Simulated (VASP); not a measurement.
Band structure of ZnSiP2 (chalcopyrite). Computed with PBEsol GGA, VASP's PBE PAW potentials (set 64) (plane waves; VASP).

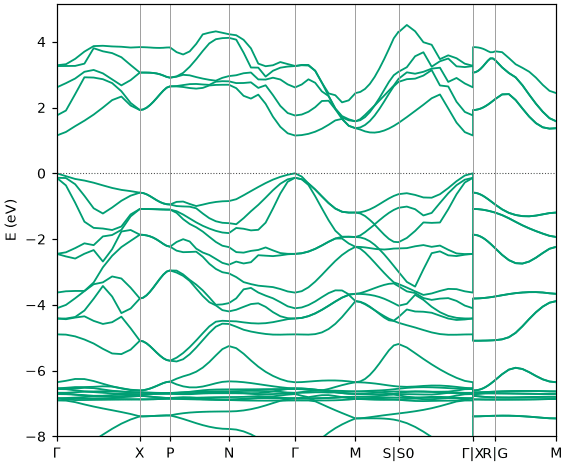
Bands along high-symmetry lines, zero at the valence-band maximum or, without a gap, the Fermi level

Problem. Read the plot: is there a gap, and where are the band edges?

Solution. The gap is direct, 1.15 eV, from the valence maximum at Γ to the conduction minimum at Γ. (Edges off the drawn lines would not show.)

The compound is ZnSiP2 in the chalcopyrite structure. It was relaxed first.
